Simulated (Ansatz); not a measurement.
**HfHCl3O (SMILES Cl[Hf](Cl)(Cl)O): B3LYP/def2-SVP (core potential)**

Aim: the energy change on altering one bond length of HfHCl3O at B3LYP/def2-SVP (core potential), from 2 runs. 

The results are computed with Ansatz 0.2.0.

1 further run of the same task is left out (it didn't finish).

## 1. The molecule

The species is HfHCl3O (6 atoms), meant as a singlet with charge 0. As SMILES, `Cl[Hf](Cl)(Cl)O`. Geometry: relaxed at PBE0-D4/def2-TZVP.

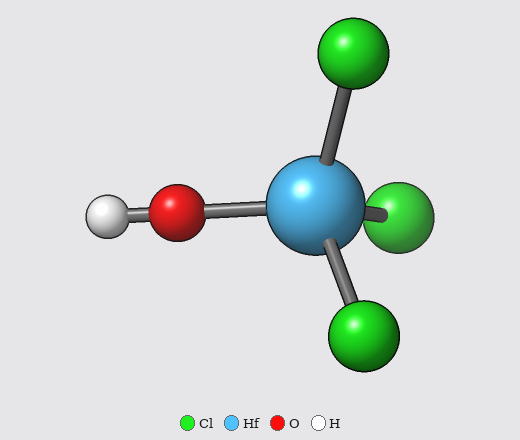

The structure, seen from a chosen angle (chlorine green, hafnium blue, oxygen red, hydrogen white).

## 2. A single-point energy at B3LYP/def2-SVP (core potential)

The input, molecule.yaml:

```yaml
crystal:
  periodic: [false, false, false]
  atoms:
    - {symbol: Cl, position_ang: [0.876760, -0.101050, -2.336560]}
    - {symbol: Hf, position_ang: [-0.022850, -0.350510, -0.194310]}
    - {symbol: Cl, position_ang: [-2.262380, -0.999350, -0.349730]}
    - {symbol: Cl, position_ang: [1.185990, -1.965090, 0.985740]}
    - {symbol: O, position_ang: [0.084060, 1.291990, 0.717110]}
    - {symbol: H, position_ang: [0.138420, 2.124020, 1.177740]}
basis:
  gaussian:
    orbitals: def2-SVP
accuracy: high
hamiltonian:
  xc: {name: B3LYP}
output:
  orbitals: {seedname: orbitals}
```

Command:

```console
$ ansatz run molecule.yaml --threads 1 --pin off --max-ram 3480MiB --events-out events.jsonl --progress --plain --runs-dir runs
```

Output:

```text
Warning: RAYON_NUM_THREADS=1 ignored (pool sized by the plan → 1); use --threads N
Functional definition: B3LYP
  name "B3LYP"
  parameter a0 = 0.2
  parameter ax = 0.72
  parameter ac = 0.81
  exchange = (1 - a0 - ax)*slater_x + ax*b88_x + a0*exact_x
  correlation = (1 - ac)*vwn_rpa_c + ac*lyp_c
2132 factors; integrals over basis functions are off by at most 4.0e-9 eV
mean field evaluation 1: about -40928.4721 eV, gradient 5.8e1 eV
mean field evaluation 2: about -40881.0365 eV, gradient 1.6e2 eV
mean field evaluation 4: about -40934.6977 eV, gradient 4.4e0 eV
mean field evaluation 8: about -40934.8398 eV, gradient 4.6e-1 eV
mean field evaluation 16: about -40934.8404 eV, gradient 1.6e-5 eV
mean field -40934.84040824 eV, -1504.3276383716 hartree, gradient 4.1e-8 eV, S^2 0.000000; 0 other end points of the search recorded, 0 dependent functions left out
reference -40934.84045244 eV, -1504.3276399956 hartree; 36, 36 occupied and 69, 69 virtual orbitals, 2132 factors
Total energy: -40934.84045244 eV, -1504.3276399956 hartree
```

Wall time 15 s (1 thread of Arm Neoverse V2, shared host); peak memory 0.44 GiB.

## 3. The distorted shape at the same level

Changes to molecule.yaml since step 2:

```diff
@@ -3,3 +3,3 @@
   atoms:
-    - {symbol: Cl, position_ang: [0.876760, -0.101050, -2.336560]}
+    - {symbol: Cl, position_ang: [1.011720, -0.063626, -2.657942]}
     - {symbol: Hf, position_ang: [-0.022850, -0.350510, -0.194310]}
@@ -12,6 +12,5 @@
     orbitals: def2-SVP
-accuracy: high
 hamiltonian:
   xc: {name: B3LYP}
-output:
-  orbitals: {seedname: orbitals}
+accuracy: high
+output: {orbitals: {seedname: orbitals}}
```

Command:

```console
$ ansatz run molecule.yaml --threads 1 --pin off --max-ram 3480MiB --events-out events.jsonl --progress --plain --runs-dir runs
```

Output:

```text
Warning: RAYON_NUM_THREADS=1 ignored (pool sized by the plan → 1); use --threads N
Functional definition: B3LYP
  name "B3LYP"
  parameter a0 = 0.2
  parameter ax = 0.72
  parameter ac = 0.81
  exchange = (1 - a0 - ax)*slater_x + ax*b88_x + a0*exact_x
  correlation = (1 - ac)*vwn_rpa_c + ac*lyp_c
2115 factors; integrals over basis functions are off by at most 4.0e-9 eV
mean field evaluation 1: about -40927.2957 eV, gradient 6.0e1 eV
mean field evaluation 2: about -40862.9884 eV, gradient 1.9e2 eV
mean field evaluation 4: about -40934.1683 eV, gradient 4.8e0 eV
mean field evaluation 8: about -40934.3154 eV, gradient 4.9e-1 eV
mean field evaluation 16: about -40934.3161 eV, gradient 8.5e-5 eV
mean field -40934.31607146 eV, -1504.3083693503 hartree, gradient 7.4e-8 eV, S^2 0.000000; 0 other end points of the search recorded, 0 dependent functions left out
reference -40934.31611645 eV, -1504.3083710034 hartree; 36, 36 occupied and 69, 69 virtual orbitals, 2115 factors
Total energy: -40934.31611645 eV, -1504.3083710034 hartree
```

Wall time 14 s (1 thread of Arm Neoverse V2, shared host); peak memory 0.44 GiB.

## 4. Results

Level: B3LYP/def2-SVP (core potential).

```
                                                           quantity           value
                                          first shape: total energy  -1504.32764 Eh
                                           first shape: HOMO energy        -8.90 eV
                                           first shape: LUMO energy        -1.47 eV
                                         first shape: HOMO–LUMO gap         7.43 eV
                                      distorted shape: total energy  -1504.30837 Eh
                                       distorted shape: HOMO energy        -8.11 eV
                                       distorted shape: LUMO energy        -2.09 eV
                                     distorted shape: HOMO–LUMO gap         6.03 eV
energy change with the Cl1–Hf2 bond stretched from 2.337 to 2.687 Å        0.524 eV
```

**Reading.** With the Cl1–Hf2 bond stretched from 2.337 to 2.687 Å the energy rises by 0.52 eV (12.1 kcal/mol). The first shape isn't relaxed at this level, so the change isn't measured from a minimum.
